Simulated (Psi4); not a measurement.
# Geometry relaxation of ZnHF (part 1 of 2)

The run: geometry relaxation of ZnHF. Method and program: wB97X-D/def2-TZVP, RKS (Psi4 1.11).

The run did not end well. The geometry comes from this level: GFN2-xTB.

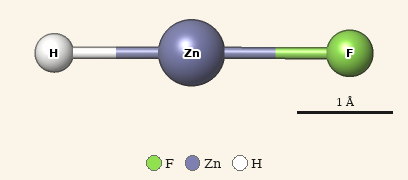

*The input geometry (ball-and-stick view, seen at a tilt). Sticks mark near contacts.*

Bond lengths as drawn: F–Zn 1.67 Å and H–Zn 1.45 Å.

Input file (run_ase.py)
```python
import numpy as np
from ase.calculators.psi4 import Psi4
from ase import Atoms
from ase.optimize import BFGSLineSearch

atoms = Atoms(['F', 'Zn', 'H'], positions=[
    [-1.269770, 0.743230, -0.610620],
    [0.059230, -0.032330, 0.028750],
    [1.210540, -0.710900, 0.581870],
])
calc = Psi4(atoms=atoms, method='wb97x-d', basis='def2-TZVP', memory='1600MB', num_threads=1, charge=0, multiplicity=1, label='calc', reference='rks')
atoms.calc = calc

opt = BFGSLineSearch(atoms)
done = opt.run(fmax=0.01, steps=40)
print('converged:', done)
for s, p in zip(atoms.symbols, atoms.positions):
    print(f'{s:2s} {p[0]:12.6f} {p[1]:12.6f} {p[2]:12.6f}')
```

Run on 1 thread of Intel Xeon (Granite Rapids), 192 GiB of memory available, shared host.

Launched with:
```bash
python run_ase.py
```

Output
```
=> Loading Basis Set <=

    Name: DEF2-TZVP
    Role: ORBITAL
    Keyword: BASIS

   => WB97X-D: Empirical Dispersion <=

    Chai and Head-Gordon Dispersion Correction

        s6 =       1.000000

         ---------------------------------------------------------
                                   SCF
                              RKS Reference
                        1 Threads,   1525 MiB Core
         ---------------------------------------------------------

  ==> Geometry <==

    Molecular point group: c1
    Full point group: C1

    Geometry (in Angstrom), charge = 0, multiplicity = 1:

       Center              X                  Y                   Z               Mass
    ------------   -----------------  -----------------  -----------------  -----------------
         F           -1.093991887015     0.640644347429    -0.525758932835    18.998403162730
         ZN           0.301454799906    -0.176508420729     0.144870760648    63.929142010000
         H            1.500609892701    -0.880299331007     0.721471206408     1.007825032230

  Running in c1 symmetry.

  Rotational constants: A = 9794012.55038  B =      0.34755  C =      0.34755 [cm^-1]
  Rotational constants: A = 293617109616.16040  B =  10419.18039  C =  10419.18002 [MHz]
  Nuclear repulsion =   93.623880626967804

  Charge       = 0
  Multiplicity = 1
  Electrons    = 40
  Nalpha       = 20
  Nbeta        = 20

  ==> Algorithm <==

  SCF Algorithm Type is DF.
  DIIS enabled.
  MOM disabled.
  Fractional occupation disabled.
  Guess Type is SAD.
  Energy threshold   = 1.00e-06
  Density threshold  = 1.00e-06
  Integral threshold = 1.00e-12

  ==> Primary Basis <==

  Basis Set: DEF2-TZVP
    Blend: DEF2-TZVP
    Number of shells: 31
    Number of basis functions: 85
    Number of Cartesian functions: 97
    Spherical Harmonics?: true
    Max angular momentum: 3

  ==> DFT Potential <==

   => LibXC <=

    Version 7.1.2

   => Composite Functional: WB97X-D <=

    wB97X-D Hyb-GGA Exchange-Correlation Functional

    Deriv               =              1
    GGA                 =           TRUE
    Meta                =          FALSE

    Exchange Hybrid     =           TRUE
    MP2 Hybrid          =          FALSE

   => Exchange-Correlation Functionals <=

    1.0000   wB97X-D range-separated functional

   => Exact (HF) Exchange <=

    0.7780            HF,LR [omega = 0.2000]
    0.2220               HF

   => LibXC Density Thresholds  <==

    XC_HYB_GGA_XC_WB97X_D:  1.00E-14

   => Molecular Quadrature <=

    Radial Scheme          =       TREUTLER
    Pruning Scheme         =           NONE
    Nuclear Scheme         =       TREUTLER

    Blocking Scheme        =         OCTREE
    BS radius alpha        =              1
    Pruning alpha          =              1
    Radial Points          =             75
    Spherical Points       =            302
    Total Points           =          65653
    Total Blocks           =            553
    Max Points             =            256
    Max Functions          =             84
    Weights Tolerance      =       1.00E-15

   => Loading Basis Set <=

    Name: (DEF2-TZVP AUX)
    Role: JKFIT
    Keyword: DF_BASIS_SCF

  ==> Integral Setup <==

  DFHelper Memory: AOs need 0.061 GiB; user supplied 0.997 GiB.
  SCF_SUBTYPE=INCORE selected. In-core MEM_DF algorithm will be used.
  Using in-core AOs.

  ==> MemDFJK: Density-Fitted J/K Matrices <==

    J tasked:                   Yes
    K tasked:                   Yes
    wK tasked:                  Yes
    Omega:                2.000E-01
    Memory [MiB]:              1021
    Algorithm:                 Core
    Schwarz Cutoff:           1E-12
    Mask sparsity (%):       0.8028
    Fitting Condition:        1E-10

   => Auxiliary Basis Set <=

  Basis Set: (DEF2-TZVP AUX)
    Blend: DEF2-UNIVERSAL-JKFIT
    Number of shells: 89
    Number of basis functions: 359
    Number of Cartesian functions: 490
    Spherical Harmonics?: true
    Max angular momentum: 6

  Cached 100.0% of DFT collocation blocks in 0.120 [GiB].

  Minimum eigenvalue in the overlap matrix is 6.1535917258E-03.
  Reciprocal condition number of the overlap matrix is 1.5214626877E-03.
    Using symmetric orthogonalization.

  ==> Pre-Iterations <==

  SCF Guess: Superposition of Atomic Densities via on-the-fly atomic UHF (no occupation information).

   -------------------------
    Irrep   Nso     Nmo
   -------------------------
     A         85      85
   -------------------------
    Total      85      85
   -------------------------

  ==> Iterations <==

                           Total Energy        Delta E     RMS |[F,P]|

   @DF-RKS iter SAD: -1876.50491888050146   -1.87650e+03   0.00000e+00
   @DF-RKS iter   1: -1877.49401072261776   -9.89092e-01   4.79542e-02 ADIIS/DIIS
   @DF-RKS iter   2: -1836.15722473207302    4.13368e+01   1.08023e-01 ADIIS
```

Standard output
```
Step[ FC]     Time          Energy          fmax
BFGSLineSearch:    0[  0] 18:02:09   -51155.407077       2.5010
BFGSLineSearch:    1[  2] 18:02:18   -51155.492228       1.2229
BFGSLineSearch:    2[  4] 18:02:28   -51155.532475       0.1484
BFGSLineSearch:    3[ 18] 18:03:30   -51155.532570       0.0534
BFGSLineSearch:    4[ 26] 18:04:13   -51155.532570       0.0534
BFGSLineSearch:    5[ 39] 18:05:06   -51155.532571       0.0534
BFGSLineSearch:    6[ 48] 18:05:48   -51155.532569       0.0534
BFGSLineSearch:    7[ 63] 18:06:49   -51155.532570       0.0534
```

Trajectory as extended XYZ (Å, eV, eV/Å), 59 frames, from step=0 to step=58
```
3
Properties=species:S:1:pos:R:3:forces:R:3 step=0 energy=-51155.40749
F    -1.2698    0.7432   -0.6106   -1.9929   1.1684  -0.9581
Zn    0.0592   -0.0323    0.0288    1.2522  -0.7387   0.6015
H     1.2105   -0.7109    0.5819    0.7771  -0.4517   0.3740
3
Properties=species:S:1:pos:R:3:forces:R:3 step=1 energy=-51154.95948
F    -1.4701    0.8609   -0.7069    2.5349  -1.4782   1.2196
Zn    0.1184   -0.0671    0.0572   -4.2031   2.4562  -2.0217
H     1.2317   -0.7227    0.5921    1.6644  -0.9762   0.8002
3
Properties=species:S:1:pos:R:3:forces:R:3 step=2 energy=-51155.49264
F    -1.3196    0.7725   -0.6346   -0.0561   0.0374  -0.0265
Zn    0.0739   -0.0410    0.0358   -0.9572   0.5532  -0.4611
H     1.2158   -0.7138    0.5844    0.9754  -0.5692   0.4693
3
Properties=species:S:1:pos:R:3:forces:R:3 step=3 energy=-51155.40538
F    -1.3336    0.7817   -0.6412    0.2663  -0.1535   0.1283
Zn    0.0754   -0.0422    0.0365    0.9381  -0.5575   0.4502
H     1.3860   -0.8127    0.6664   -1.2629   0.7449  -0.6067
3
Properties=species:S:1:pos:R:3:forces:R:3 step=4 energy=-51155.53289
F    -1.3241    0.7755   -0.6367    0.0553  -0.0286   0.0270
Zn    0.0744   -0.0414    0.0360   -0.1210   0.0622  -0.0592
H     1.2716   -0.7462    0.6113    0.0010   0.0037   0.0010
3
Properties=species:S:1:pos:R:3:forces:R:3 step=5 energy=-51155.53299
F    -1.3220    0.7752   -0.6356   -0.0013   0.0029  -0.0004
Zn    0.0738   -0.0413    0.0357   -0.0441   0.0208  -0.0218
H     1.2725   -0.7458    0.6118   -0.0179   0.0130  -0.0083
3
Properties=species:S:1:pos:R:3:forces:R:3 step=6 energy=-51155.53081
F    -1.3134    0.7739   -0.6310   -0.2392   0.1366  -0.1154
Zn    0.0712   -0.0409    0.0343    0.2682  -0.1479   0.1300
H     1.2764   -0.7440    0.6141   -0.0923   0.0491  -0.0449
3
Properties=species:S:1:pos:R:3:forces:R:3 step=7 energy=-51155.53295
F    -1.3211    0.7751   -0.6351   -0.0255   0.0164  -0.0121
Zn    0.0735   -0.0412    0.0355   -0.0114   0.0032  -0.0059
H     1.2729   -0.7456    0.6121   -0.0258   0.0169  -0.0122
3
Properties=species:S:1:pos:R:3:forces:R:3 step=8 energy=-51155.53298
F    -1.3218    0.7752   -0.6355   -0.0054   0.0052  -0.0024
Zn    0.0737   -0.0413    0.0357   -0.0385   0.0178  -0.0191
H     1.2726   -0.7457    0.6119   -0.0192   0.0136  -0.0090
3
Properties=species:S:1:pos:R:3:forces:R:3 step=9 energy=-51155.53299
F    -1.3220    0.7752   -0.6356   -0.0020   0.0033  -0.0007
Zn    0.0738   -0.0413    0.0357   -0.0431   0.0202  -0.0213
H     1.2725   -0.7458    0.6119   -0.0181   0.0131  -0.0084
3
Properties=species:S:1:pos:R:3:forces:R:3 step=10 energy=-51155.53299
F    -1.3220    0.7752   -0.6356   -0.0014   0.0030  -0.0004
Zn    0.0738   -0.0413    0.0357   -0.0439   0.0207  -0.0217
H     1.2725   -0.7458    0.6118   -0.0179   0.0130  -0.0083
3
Properties=species:S:1:pos:R:3:forces:R:3 step=11 energy=-51155.53299
F    -1.3220    0.7752   -0.6356   -0.0013   0.0029  -0.0004
Zn    0.0738   -0.0413    0.0357   -0.0441   0.0208  -0.0218
H     1.2725   -0.7458    0.6118   -0.0179   0.0130  -0.0083
3
Properties=species:S:1:pos:R:3:forces:R:3 step=12 energy=-51155.53299
F    -1.3220    0.7752   -0.6356   -0.0013   0.0029  -0.0004
Zn    0.0738   -0.0413    0.0357   -0.0441   0.0208  -0.0218
H     1.2725   -0.7458    0.6118   -0.0179   0.0130  -0.0083
3
Properties=species:S:1:pos:R:3:forces:R:3 step=13 energy=-51155.53299
F    -1.3220    0.7752   -0.6356   -0.0013   0.0029  -0.0004
Zn    0.0738   -0.0413    0.0357   -0.0441   0.0208  -0.0218
H     1.2725   -0.7458    0.6118   -0.0179   0.0130  -0.0083
3
Properties=species:S:1:pos:R:3:forces:R:3 step=14 energy=-51155.53299
F    -1.3220    0.7752   -0.6356   -0.0013   0.0029  -0.0004
Zn    0.0738   -0.0413    0.0357   -0.0441   0.0208  -0.0218
H     1.2725   -0.7458    0.6118   -0.0179   0.0130  -0.0083
3
Properties=species:S:1:pos:R:3:forces:R:3 step=15 energy=-51155.53299
F    -1.3220    0.7752   -0.6356   -0.0013   0.0029  -0.0004
Zn    0.0738   -0.0413    0.0357   -0.0441   0.0208  -0.0218
H     1.2725   -0.7458    0.6118   -0.0179   0.0130  -0.0083
3
Properties=species:S:1:pos:R:3:forces:R:3 step=16 energy=-51155.53299
F    -1.3220    0.7752   -0.6356   -0.0013   0.0029  -0.0004
Zn    0.0738   -0.0413    0.0357   -0.0441   0.0208  -0.0218
H     1.2725   -0.7458    0.6118   -0.0179   0.0130  -0.0083
3
Properties=species:S:1:pos:R:3:forces:R:3 step=17 energy=-51155.53281
F    -1.3194    0.7754   -0.6341   -0.0655   0.0377  -0.0316
Zn    0.0730   -0.0414    0.0352    0.0397  -0.0216   0.0193
H     1.2736   -0.7446    0.6126   -0.0361   0.0203  -0.0175
3
Properties=species:S:1:pos:R:3:forces:R:3 step=18 energy=-51155.53298
F    -1.3215    0.7752   -0.6353   -0.0128   0.0091  -0.0060
Zn    0.0736   -0.0413    0.0356   -0.0290   0.0132  -0.0144
H     1.2727   -0.7456    0.6120   -0.0212   0.0143  -0.0100
3
Properties=species:S:1:pos:R:3:forces:R:3 step=19 energy=-51155.53298
F    -1.3219    0.7752   -0.6355   -0.0035   0.0041  -0.0015
Zn    0.0737   -0.0413    0.0357   -0.0411   0.0193  -0.0203
H     1.2726   -0.7457    0.6119   -0.0185   0.0132  -0.0086
3
Properties=species:S:1:pos:R:3:forces:R:3 step=20 energy=-51155.53299
F    -1.3220    0.7752   -0.6356   -0.0017   0.0031  -0.0006
Zn    0.0738   -0.0413    0.0357   -0.0435   0.0205  -0.0215
H     1.2725   -0.7458    0.6118   -0.0180   0.0130  -0.0084
3
Properties=species:S:1:pos:R:3:forces:R:3 step=21 energy=-51155.53299
F    -1.3220    0.7752   -0.6356   -0.0013   0.0029  -0.0004
Zn    0.0738   -0.0413    0.0357   -0.0440   0.0207  -0.0217
H     1.2725   -0.7458    0.6118   -0.0179   0.0130  -0.0083
3
Properties=species:S:1:pos:R:3:forces:R:3 step=22 energy=-51155.53299
F    -1.3220    0.7752   -0.6356   -0.0013   0.0029  -0.0004
Zn    0.0738   -0.0413    0.0357   -0.0441   0.0208  -0.0218
H     1.2725   -0.7458    0.6118   -0.0179   0.0130  -0.0083
3
Properties=species:S:1:pos:R:3:forces:R:3 step=23 energy=-51155.53299
F    -1.3220    0.7752   -0.6356   -0.0013   0.0029  -0.0004
Zn    0.0738   -0.0413    0.0357   -0.0441   0.0208  -0.0218
H     1.2725   -0.7458    0.6118   -0.0179   0.0130  -0.0083
3
Properties=species:S:1:pos:R:3:forces:R:3 step=24 energy=-51155.53299
F    -1.3220    0.7752   -0.6356   -0.0013   0.0029  -0.0004
Zn    0.0738   -0.0413    0.0357   -0.0441   0.0208  -0.0218
H     1.2725   -0.7458    0.6118   -0.0179   0.0130  -0.0083
3
Properties=species:S:1:pos:R:3:forces:R:3 step=25 energy=-51155.53281
F    -1.3194    0.7754   -0.6341   -0.0655   0.0377  -0.0316
Zn    0.0730   -0.0414    0.0352    0.0397  -0.0216   0.0193
H     1.2736   -0.7446    0.6126   -0.0361   0.0203  -0.0175
3
Properties=species:S:1:pos:R:3:forces:R:3 step=26 energy=-51155.53298
F    -1.3215    0.7752   -0.6353   -0.0128   0.0091  -0.0060
Zn    0.0736   -0.0413    0.0356   -0.0290   0.0132  -0.0144
H     1.2727   -0.7456    0.6120   -0.0212   0.0143  -0.0100
```
